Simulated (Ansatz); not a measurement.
**Nudged elastic band, with input and output: W8C8Br (part 1 of 3)**

System: W8C8Br (slab, 17 atoms in the cell).
Method: DFT PBEsol, scalar-relativistic, plane waves, PAW, PAW set soft_1 (Ansatz 0.2.0).

The structure derives from an entry of the Crystallography Open Database. The run did not end well. The input holds or restrains some coordinates. It belongs to a series of runs on one base structure; here: band between the two ends. Figures and captions count atoms from 1; the log counts them from 0 in places.

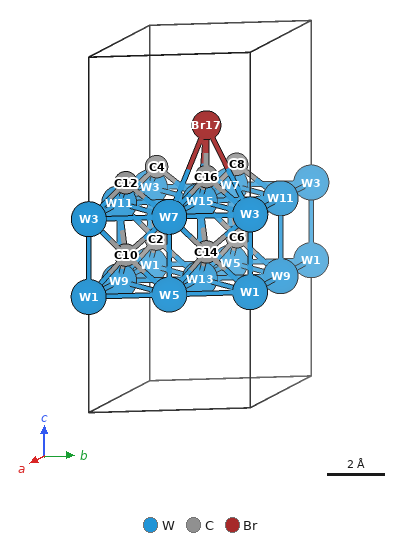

Figure 1. The input geometry (ball-and-stick view of the cell of the calculation, with the vacuum cut short, seen slightly off an axis; atoms are numbered from 1 in the order of the input). An atom can appear more than once, as a periodic image.

Input file:
```yaml
crystal:
  lattice:
    - [5.7986, 0.0, 0.0]
    - [-2.8993, 5.021735, 0.0]
    - [0.0, 0.0, 16.2471]
  atoms:
    - { symbol: W, position: [0.0, 0.0, 0.0615494] }
    - { symbol: C, position: [0.33326772, 0.16674867, 0.14165489] }
    - { symbol: W, position: [0.00065116, 0.00152162, 0.23568987] }
    - { symbol: C, position: [0.33205624, 0.16794473, 0.30389945] }
    - { symbol: W, position: [0.0, 0.5, 0.0615494] }
    - { symbol: C, position: [0.33325193, 0.66658882, 0.14165619] }
    - { symbol: W, position: [0.00065227, 0.49936289, 0.23569027] }
    - { symbol: C, position: [0.33203343, 0.66424377, 0.30389872] }
    - { symbol: W, position: [0.5, 0.0, 0.0615494] }
    - { symbol: C, position: [0.83341482, 0.1667497, 0.14166029] }
    - { symbol: W, position: [0.49994753, 6.471e-05, 0.23607843] }
    - { symbol: C, position: [0.83576826, 0.16796639, 0.30389641] }
    - { symbol: W, position: [0.5, 0.5, 0.0615494] }
    - { symbol: C, position: [0.83330472, 0.66668179, 0.14332664] }
    - { symbol: W, position: [0.4984868, 0.49936331, 0.23569097] }
    - { symbol: C, position: [0.83327243, 0.66673742, 0.31212167] }
    - { symbol: Br, position: [-0.16683739, 0.66685941, 0.42717173] }
basis:
  ecutwfc: 420.0
kpoints:
  mp_grid: { grid: [3, 3, 1] }
hamiltonian:
  xc: pbesol
  pseudopotentials: { kind: paw, azcp: { folder: soft_1 } }
scf:
  occupations: { method: gaussian, width: 0.1 }
  lower_state_search: "off"
neb:
  images: 5
  f_tol: 0.05
  initial_path: linear
  max_iterations: 80
  constraints: [{ sites: [0, 4, 8, 12] }]
  final_atoms:
    - { symbol: W, position: [0.0, 0.0, 0.06154945] }
    - { symbol: C, position: [0.33478892, 0.16521108, 0.14280811] }
    - { symbol: W, position: [-0.00075541, -0.00151082, 0.23393372] }
    - { symbol: C, position: [0.32559383, 0.17440617, 0.30725634] }
    - { symbol: W, position: [0.0, 0.49999999, 0.06154945] }
    - { symbol: C, position: [0.33478892, 0.66957783, 0.14280811] }
    - { symbol: W, position: [-0.00075542, 0.50075541, 0.23393372] }
    - { symbol: C, position: [0.32559382, 0.65118765, 0.30725634] }
    - { symbol: W, position: [0.5, 0.0, 0.06154945] }
    - { symbol: C, position: [0.83042217, 0.16521108, 0.14280811] }
    - { symbol: W, position: [0.5, 0.0, 0.24039793] }
    - { symbol: C, position: [0.84881235, 0.17440617, 0.30725634] }
    - { symbol: W, position: [0.5, 0.49999999, 0.06154945] }
    - { symbol: C, position: [0.83333333, 0.66666666, 0.1398633] }
    - { symbol: W, position: [0.50151082, 0.50075541, 0.23393372] }
    - { symbol: C, position: [0.83333333, 0.66666666, 0.30214753] }
    - { symbol: Br, position: [0.16666667, 0.33333333, 0.42735225] }
  order_check: true
```

Run as:
```bash
ansatz run input.yaml --threads 4 --pin off --max-ram 10240MiB --backend cpu --events-out ev --progress --plain --runs-dir out
```

Log:
```
Warning: neb: disabling space-group detection — the band's intermediate images generally break the endpoint symmetry, so no spatial operation reduces the k-mesh or symmetrises the density, except that a semilocal band can use its path's symmetry ahead of convergence; time reversal is kept, so that k and −k are solved as one point where they differ and the mesh holds both, and exact exchange and, on two spinor components, a DFT+U term hold to it where the run has them: on two components no moment then forms, and a state that bears one, which a typed moment (crystal.atoms[].spin; refused beside efield: under a hybrid functional) reaches, can lie lower, under hf by electronvolts; crystal.symmetry.detect: false (a key that needs symmetry detection or time reversal refuses this as the deck is read) with time_reversal: false beside it drops time reversal too
Warning: [file] the record states the generating functional pbe (its physics header spells it `PBE`), which answers neither for hamiltonian.xc's functional nor for the pbesol family's — results may be inconsistent (PPs are generated against a specific XC)
Warning: [file] the record states the generating functional pbe (its physics header spells it `PBE`), which answers neither for hamiltonian.xc's functional nor for the pbesol family's — results may be inconsistent (PPs are generated against a specific XC)
Warning: [file] the record states the generating functional pbe (its physics header spells it `PBE`), which answers neither for hamiltonian.xc's functional nor for the pbesol family's — results may be inconsistent (PPs are generated against a specific XC)
Warning: between the path's two end points as given, atom 16 moves 3.350 Å, but a periodic copy of its final position lies 3.347 Å from its initial position (atoms with a nearer copy: 1). The path is placed between the positions as given. If the final geometry was wrapped back into the cell, it goes the long way round and its barrier is wrong: give each position of final_atoms that was wrapped, be it another atom's, in the copy that is meant, in a crystal or on a slab the one nearest to the atom's initial position, of atoms alone in their cell the one beside the others as in crystal.atoms, all in one place with crystal.atoms. If the atom really moves that far, or all atoms stand shifted by as much, ignore this warning
Engine: ansatz 0.2.0, aarch64-unknown-linux-gnu
Pseudopotentials: kind: paw
Pseudopotential: W, paw, valence charge 14, recommended cutoff 420 eV (normal), [file]
Pseudopotential: C, paw, valence charge 4, recommended cutoff 420 eV (normal), [file]
Pseudopotential: Br, paw, valence charge 7, recommended cutoff 420 eV (normal), [file]
Functional definition: PBEsol
  exchange = pbesol_x
  correlation = pbesol_c
parallel-image band execution: 4 concurrent image workers
NEB image 0
Crystal: 17 atoms, lattice volume = 473.100 Å³
Basis set: ecut = 420 eV, 9199 PW (Γ), exchange–correlation on 80×80×240 points (8 copies of the dense FFT grid, shifted against one another)
Bands: 93, of which v1, the nominal top of the filled ones, is band 76 counted from 1 (75 counted from 0)
Symmetry: 1 space group operations
k-points: 5 of 9 (time reversal used)
Non-local potential: W, projectors of the file, l = 0: 3, l = 1: 2, l = 2: 2, l = 3: 1
Non-local potential: C, projectors of the file, l = 0: 2, l = 1: 2, l = 2: 1
Non-local potential: Br, projectors of the file, l = 0: 2, l = 1: 2, l = 2: 2
PAW form: soft (Blöchl's): semilocal exchange-correlation on the pseudo side does not see the compensation charge
PAW frozen core: W, regenerated for the run's functional, and the local potential with it (the file was generated under x = pbe(κ = 0.804, μ = 0.2195149727645171), c = pbe(β = 0.06672455060314922))
PAW frozen core: C, regenerated for the run's functional, and the local potential with it (the file was generated under x = pbe(κ = 0.804, μ = 0.2195149727645171), c = pbe(β = 0.06672455060314922))
PAW frozen core: Br, regenerated for the run's functional, and the local potential with it (the file was generated under x = pbe(κ = 0.804, μ = 0.2195149727645171), c = pbe(β = 0.06672455060314922))
PAW one-centre angular grid: W, 590 points (default); XC on 64 Gauss nodes
PAW one-centre angular grid: C, 110 points (default); XC on 64 Gauss nodes
PAW one-centre angular grid: Br, 110 points (default); XC on 64 Gauss nodes
Initial density: superposition of atomic densities (neutral atoms: chi_scale 0, normalization atom)
Initial wavefunctions: pseudopotential atomic-orbital guess
Functional: x = pbesol(κ = 0.804, μ = 0.12345679012345678), c = pbesol(β = 0.046)
SCF iter   1: F=—  HF=-86771.090654 eV  |F-HF|=—  |Δ(HF+E_count)|=         —  Δρ=8.64e-2  dr2=9.95e1  ethr=3.10e-3  ⟨swp⟩=8.6  Hψ=2353  notcnv=0  defer=4
preconditioner: auto → LDOS  [insulator: Δε(μ)=0.159 eV  Ē_g=8.120 eV  σ=0.100 eV  W_gap=0.68  n_scr=82 (ndim 8)  ℏωp=15.9 eV  f_vac=0.481  D(μ)=8.68/eV (n_scr^D=50)  ε∞_Penn≈4.8  β→1.0]
SCF iter   2: F=—  HF=-86774.250232 eV  |F-HF|=—  |Δ(HF+E_count)|=    3.16e0  Δρ=1.02e-1  dr2=9.12e1  ethr=3.10e-3  ⟨swp⟩=5.0  Hψ=1264  notcnv=0  defer=51
SCF iter   3: F=—  HF=-86757.524555 eV  |F-HF|=—  |Δ(HF+E_count)|=    1.67e1  Δρ=1.76e-2  dr2=2.34e0  ethr=3.10e-3  ⟨swp⟩=3.8  Hψ=1175  notcnv=0  defer=45
SCF iter   4: F=—  HF=-86757.143171 eV  |F-HF|=—  |Δ(HF+E_count)|=   3.81e-1  Δρ=4.32e-3  dr2=1.39e-1  ethr=1.55e-3  ⟨swp⟩=2.8  Hψ=730  notcnv=0  defer=45
SCF iter   5: F=—  HF=-86757.133491 eV  |F-HF|=—  |Δ(HF+E_count)|=   9.68e-3  Δρ=2.02e-3  dr2=4.01e-2  ethr=9.18e-5  ⟨swp⟩=2.4  Hψ=745  notcnv=0  defer=48
SCF iter   6: F=—  HF=-86757.129169 eV  |F-HF|=—  |Δ(HF+E_count)|=   4.32e-3  Δρ=5.35e-4  dr2=1.94e-3  ethr=2.66e-5  ⟨swp⟩=2.2  Hψ=605  notcnv=0  defer=48
SCF iter   7: F=—  HF=-86757.129165 eV  |F-HF|=—  |Δ(HF+E_count)|=   4.49e-6  Δρ=1.77e-4  dr2=3.13e-4  ethr=1.28e-6  ⟨swp⟩=3.6  Hψ=894  notcnv=0  defer=48
SCF iter   8: F=—  HF=-86757.129173 eV  |F-HF|=—  |Δ(HF+E_count)|=   8.39e-6  Δρ=6.23e-5  dr2=4.41e-5  ethr=2.07e-7  ⟨swp⟩=2.0  Hψ=607  notcnv=0  defer=48
SCF iter   9: F=—  HF=-86757.129358 eV  |F-HF|=—  |Δ(HF+E_count)|=   1.85e-4  Δρ=2.36e-5  dr2=5.78e-6  ethr=2.92e-8  ⟨swp⟩=2.0  Hψ=629  notcnv=0  defer=48
SCF iter  10: F=—  HF=-86757.129358 eV  |F-HF|=—  |Δ(HF+E_count)|=   3.30e-7  Δρ=6.13e-6  dr2=3.98e-7  ethr=3.83e-9  ⟨swp⟩=2.8  Hψ=701  notcnv=0  defer=48
SCF iter  11: F=-86757.129358 eV  HF=-86757.129358 eV  |F-HF|=5.38e-9  |Δ(HF+E_count)|=   2.03e-8  Δρ=2.17e-6  dr2=2.72e-8  ethr=6.62e-11  ⟨swp⟩=5.4  Hψ=1784  notcnv=0
SCF 1 converged in 11 iterations: F = -86757.129358 eV  dr2 = 2.72e-8
  greatest PAW one-centre occupation: 0.999 electrons in one spin orbital (limit 2), on the W atom at site 6 (counted from 0), in its partial waves of l = 0
NSCF: frozen V_eff on 5 k-points
NEB image 6
SCF iter   1: F=—  HF=-86770.123371 eV  |F-HF|=—  |Δ(HF+E_count)|=         —  Δρ=8.82e-2  dr2=1.07e2  ethr=3.10e-3  ⟨swp⟩=8.4  Hψ=2316  notcnv=0  defer=1
preconditioner: auto → LDOS  [insulator: Δε(μ)=0.117 eV  Ē_g=7.984 eV  σ=0.100 eV  W_gap=0.59  n_scr=82 (ndim 8)  ℏωp=15.9 eV  f_vac=0.482  D(μ)=10.54/eV (n_scr^D=64)  ε∞_Penn≈5.0  β→1.0]
SCF iter   2: F=—  HF=-86775.973127 eV  |F-HF|=—  |Δ(HF+E_count)|=    5.85e0  Δρ=1.08e-1  dr2=1.10e2  ethr=3.10e-3  ⟨swp⟩=4.4  Hψ=1262  notcnv=0  defer=51
SCF iter   3: F=—  HF=-86757.341977 eV  |F-HF|=—  |Δ(HF+E_count)|=    1.86e1  Δρ=2.37e-2  dr2=8.77e0  ethr=3.10e-3  ⟨swp⟩=4.0  Hψ=1100  notcnv=0  defer=53
SCF iter   4: F=—  HF=-86755.875851 eV  |F-HF|=—  |Δ(HF+E_count)|=    1.47e0  Δρ=1.01e-2  dr2=1.42e0  ethr=3.10e-3  ⟨swp⟩=2.2  Hψ=701  notcnv=0  defer=60
SCF iter   5: F=—  HF=-86755.733230 eV  |F-HF|=—  |Δ(HF+E_count)|=   1.43e-1  Δρ=5.15e-3  dr2=6.78e-1  ethr=9.42e-4  ⟨swp⟩=2.8  Hψ=698  notcnv=0  defer=62
SCF iter   6: F=—  HF=-86755.679839 eV  |F-HF|=—  |Δ(HF+E_count)|=   5.34e-2  Δρ=1.98e-3  dr2=1.03e-1  ethr=4.49e-4  ⟨swp⟩=1.2  Hψ=436  notcnv=0  defer=62
SCF iter   7: F=—  HF=-86755.669999 eV  |F-HF|=—  |Δ(HF+E_count)|=   9.84e-3  Δρ=7.32e-4  dr2=1.05e-2  ethr=6.79e-5  ⟨swp⟩=2.0  Hψ=571  notcnv=0  defer=62
SCF iter   8: F=—  HF=-86755.668871 eV  |F-HF|=—  |Δ(HF+E_count)|=   1.13e-3  Δρ=1.35e-4  dr2=1.73e-4  ethr=6.95e-6  ⟨swp⟩=2.2  Hψ=524  notcnv=0  defer=62
SCF iter   9: F=—  HF=-86755.668952 eV  |F-HF|=—  |Δ(HF+E_count)|=   8.06e-5  Δρ=7.30e-5  dr2=4.72e-5  ethr=1.14e-7  ⟨swp⟩=3.0  Hψ=816  notcnv=0  defer=62
[...]
  greatest PAW one-centre occupation: 0.999 electrons in one spin orbital (limit 2), on the W atom at site 2 (counted from 0), in its partial waves of l = 0
NSCF: frozen V_eff on 5 k-points
NEB end point (image 0): max|allowed force component| = 2.237e-2 eV/Å (the criterion of neb.relax_end_points is 1.000e-2)
NEB end point (image 6): max|allowed force component| = 2.255e-2 eV/Å (the criterion of neb.relax_end_points is 1.000e-2)
NEB image 1
preconditioner: auto → LDOS  [insulator: Δε(μ)=0.122 eV  Ē_g=8.078 eV  σ=0.100 eV  W_gap=0.58  n_scr=82 (ndim 8)  ℏωp=15.9 eV  f_vac=0.481  D(μ)=11.73/eV (n_scr^D=64)  ε∞_Penn≈4.9  β→1.0]
NEB image 2
preconditioner: auto → LDOS  [metal: Δε(μ)=0.060 eV  Ē_g=8.005 eV  σ=0.100 eV  W_gap=0.33  n_scr=82 (ndim 8)  ℏωp=15.9 eV  f_vac=0.481  D(μ)=11.97/eV (n_scr^D=64)  β→1.0]
NEB image 3
preconditioner: auto → LDOS  [metal: Δε(μ)=0.064 eV  Ē_g=7.975 eV  σ=0.100 eV  W_gap=0.35  n_scr=82 (ndim 8)  ℏωp=15.9 eV  f_vac=0.481  D(μ)=12.37/eV (n_scr^D=70)  β→1.0]
NEB image 4
preconditioner: auto → LDOS  [metal: Δε(μ)=0.067 eV  Ē_g=7.984 eV  σ=0.100 eV  W_gap=0.36  n_scr=82 (ndim 8)  ℏωp=15.9 eV  f_vac=0.482  D(μ)=14.66/eV (n_scr^D=108)  β→1.0]
NEB image 5
preconditioner: auto → LDOS  [insulator: Δε(μ)=0.102 eV  Ē_g=7.986 eV  σ=0.100 eV  W_gap=0.51  n_scr=82 (ndim 8)  ℏωp=15.9 eV  f_vac=0.482  D(μ)=13.38/eV (n_scr^D=82)  ε∞_Penn≈5.0  β→1.0]
NEB iter   1: max|band force component| = 1.098e0 eV/Å  barrier→ = 1.5795 eV  barrier← = 0.1192 eV  Δτ_max = 0.1452 Å  (86 SCF iters)
NEB image 1
Initial density: handed on by an earlier stage of this run
Initial wavefunctions: those handed on with the density
preconditioner: auto → LDOS  [insulator: Δε(μ)=0.385 eV  Ē_g=7.244 eV  σ=0.100 eV  W_gap=0.80  n_scr=82 (ndim 8)  ℏωp=15.9 eV  f_vac=0.493  D(μ)=2.48/eV (n_scr^D=4)  ε∞_Penn≈5.8  β→1.0]
NEB image 2
preconditioner: auto → LDOS  [insulator: Δε(μ)=0.171 eV  Ē_g=7.194 eV  σ=0.100 eV  W_gap=0.51  n_scr=82 (ndim 8)  ℏωp=15.9 eV  f_vac=0.495  D(μ)=4.89/eV (n_scr^D=24)  ε∞_Penn≈5.9  β→1.0]
NEB image 3
preconditioner: auto → LDOS  [insulator: Δε(μ)=0.240 eV  Ē_g=7.148 eV  σ=0.100 eV  W_gap=0.71  n_scr=82 (ndim 8)  ℏωp=15.9 eV  f_vac=0.495  D(μ)=9.91/eV (n_scr^D=52)  ε∞_Penn≈6.0  β→1.0]
NEB image 4
preconditioner: auto → LDOS  [metal: Δε(μ)=0.090 eV  Ē_g=7.165 eV  σ=0.100 eV  W_gap=0.47  n_scr=82 (ndim 8)  ℏωp=15.9 eV  f_vac=0.496  D(μ)=6.42/eV (n_scr^D=38)  β→1.0]
NEB image 5
preconditioner: auto → LDOS  [insulator: Δε(μ)=0.418 eV  Ē_g=7.132 eV  σ=0.100 eV  W_gap=0.89  n_scr=82 (ndim 8)  ℏωp=15.9 eV  f_vac=0.495  D(μ)=2.78/eV (n_scr^D=4)  ε∞_Penn≈6.0  β→1.0]
NEB iter   2: max|band force component| = 1.008e0 eV/Å  barrier→ = 1.4603 eV  barrier← = 0.0000 eV  Δτ_max = 0.2000 Å  (50 SCF iters)
[... from here on the SCF iterations and repeated set-up lines of each step are left out, up to the last step ...]
NEB image 1
NEB image 2
NEB image 3
NEB image 4
NEB image 5
NEB iter   3: max|band force component| = 8.428e-1 eV/Å  barrier→ = 1.4603 eV  barrier← = 0.0000 eV  Δτ_max = 0.2000 Å  (48 SCF iters)
NEB image 1
NEB image 2
NEB image 3
NEB image 4
NEB image 5
NEB iter   4: max|band force component| = 8.553e-1 eV/Å  barrier→ = 1.4603 eV  barrier← = 0.0000 eV  Δτ_max = 0.0977 Å  (43 SCF iters)
NEB image 1
NEB image 2
NEB image 3
NEB image 4
NEB image 5
NEB iter   5: max|band force component| = 1.466e-1 eV/Å  barrier→ = 1.3246 eV  barrier← = -0.1357 eV  CI = image 3  Δτ_max = 0.0416 Å  (39 SCF iters)
NEB image 1
NEB image 2
NEB image 3
NEB image 4
NEB image 5
NEB iter   6: max|band force component| = 7.061e-2 eV/Å  barrier→ = 1.3206 eV  barrier← = -0.1397 eV  CI = image 3  Δτ_max = 0.0075 Å  (36 SCF iters)
NEB image 1
NEB image 2
NEB image 3
NEB image 4
NEB image 5
NEB image 1
NEB image 2
NEB image 4
NEB image 5
NEB image 3
NEB image 3, as the band closes
NEB point 1 about image 3
NEB point 2 about image 3
NEB point 3 about image 3
NEB point 4 about image 3
NEB point 5 about image 3
NEB point 6 about image 3
NEB point 7 about image 3
NEB point 8 about image 3
NEB point 9 about image 3
NEB point 10 about image 3
NEB point 11 about image 3
NEB image 0, as the band closes
NEB point 1 about image 0
NEB point 2 about image 0
NEB point 3 about image 0
NEB point 4 about image 0
NEB point 5 about image 0
NEB point 6 about image 0
NEB iter   7: max|band force component| = 3.345e-2 eV/Å  barrier→ = 1.3194 eV  barrier← = -0.1409 eV  CI = image 3  CI's point: of higher order  Δτ_max = 0.1000 Å  (231 SCF iters)
NEB image 1
NEB image 2
NEB image 3
NEB image 4
NEB image 5
NEB iter   8: max|band force component| = 2.665e-1 eV/Å  barrier→ = 1.3048 eV  barrier← = -0.1555 eV  CI = image 3  Δτ_max = 0.0645 Å  (40 SCF iters)
NEB image 1
NEB image 2
NEB image 3
NEB image 4
NEB image 5
NEB iter   9: max|band force component| = 3.138e-1 eV/Å  barrier→ = 1.2877 eV  barrier← = -0.1726 eV  CI = image 3  Δτ_max = 0.0322 Å  (39 SCF iters)
NEB image 1
NEB image 2
NEB image 3
NEB image 4
NEB image 5
NEB iter  10: max|band force component| = 4.086e-1 eV/Å  barrier→ = 1.2774 eV  barrier← = -0.1829 eV  CI = image 3  Δτ_max = 0.0322 Å  (36 SCF iters)
NEB image 1
NEB image 2
NEB image 3
NEB image 4
NEB image 5
NEB iter  11: max|band force component| = 6.114e-1 eV/Å  barrier→ = 1.2677 eV  barrier← = -0.1925 eV  CI = image 3  Δτ_max = 0.0645 Å  (37 SCF iters)
NEB image 1
NEB image 2
NEB image 3
NEB image 4
NEB image 5
NEB iter  12: max|band force component| = 8.587e-1 eV/Å  barrier→ = 1.2476 eV  barrier← = -0.2126 eV  CI = image 3  Δτ_max = 0.1296 Å  (41 SCF iters)
NEB image 1
NEB image 2
NEB image 3
NEB image 4
NEB image 5
NEB iter  13: max|band force component| = 8.304e-1 eV/Å  barrier→ = 1.2070 eV  barrier← = -0.2533 eV  CI = image 3  Δτ_max = 0.1297 Å  (42 SCF iters)
NEB image 1
NEB image 2
NEB image 3
NEB image 4
NEB image 5
NEB iter  14: max|band force component| = 9.113e-1 eV/Å  barrier→ = 1.1658 eV  barrier← = -0.2945 eV  CI = image 3  Δτ_max = 0.2000 Å  (41 SCF iters)
NEB image 1
NEB image 2
NEB image 3
NEB image 4
NEB image 5
NEB iter  15: max|band force component| = 7.370e-1 eV/Å  barrier→ = 1.0691 eV  barrier← = -0.3912 eV  CI = image 3  Δτ_max = 0.2000 Å  (42 SCF iters)
NEB image 1
NEB image 2
NEB image 3
NEB image 4
NEB image 5
NEB iter  16: max|band force component| = 6.069e-1 eV/Å  barrier→ = 0.9934 eV  barrier← = -0.4669 eV  CI = image 3  Δτ_max = 0.2000 Å  (42 SCF iters)
NEB image 1
NEB image 2
NEB image 3
NEB image 4
NEB image 5
NEB iter  17: max|band force component| = 2.597e-1 eV/Å  barrier→ = 0.9699 eV  barrier← = -0.4904 eV  CI = image 3  Δτ_max = 0.1848 Å  (38 SCF iters)
NEB image 1
NEB image 2
NEB image 3
NEB image 4
NEB image 5
NEB iter  18: max|band force component| = 1.438e-1 eV/Å  barrier→ = 0.9647 eV  barrier← = -0.4955 eV  CI = image 3  Δτ_max = 0.0164 Å  (34 SCF iters)
NEB image 1
NEB image 2
NEB image 3
NEB image 4
NEB image 5
NEB iter  19: max|band force component| = 3.863e-2 eV/Å  barrier→ = 0.9645 eV  barrier← = -0.4958 eV  CI = image 3  Δτ_max = 0.0030 Å  (31 SCF iters)
NEB image 3
preconditioner: auto → LDOS  [insulator: Δε(μ)=0.390 eV  Ē_g=7.248 eV  σ=0.100 eV  W_gap=0.88  n_scr=82 (ndim 8)  ℏωp=15.9 eV  f_vac=0.499  D(μ)=2.70/eV (n_scr^D=4)  ε∞_Penn≈5.8  β→1.0]
NEB image 1
NSCF: frozen V_eff on 5 k-points
NEB image 2
NSCF: frozen V_eff on 5 k-points
NEB image 4
NSCF: frozen V_eff on 5 k-points
NEB image 5
NSCF: frozen V_eff on 5 k-points
NEB image 3
NSCF: frozen V_eff on 5 k-points
the band table was solved once a step of the walk had ended and its energy, with any forces and stress, was formed, with the checks that follow a solve (2150 applications of the Hamiltonian). They found nothing against the state; the energy, forces and stress were not computed again (output.eigenvalues in the input reference)
```
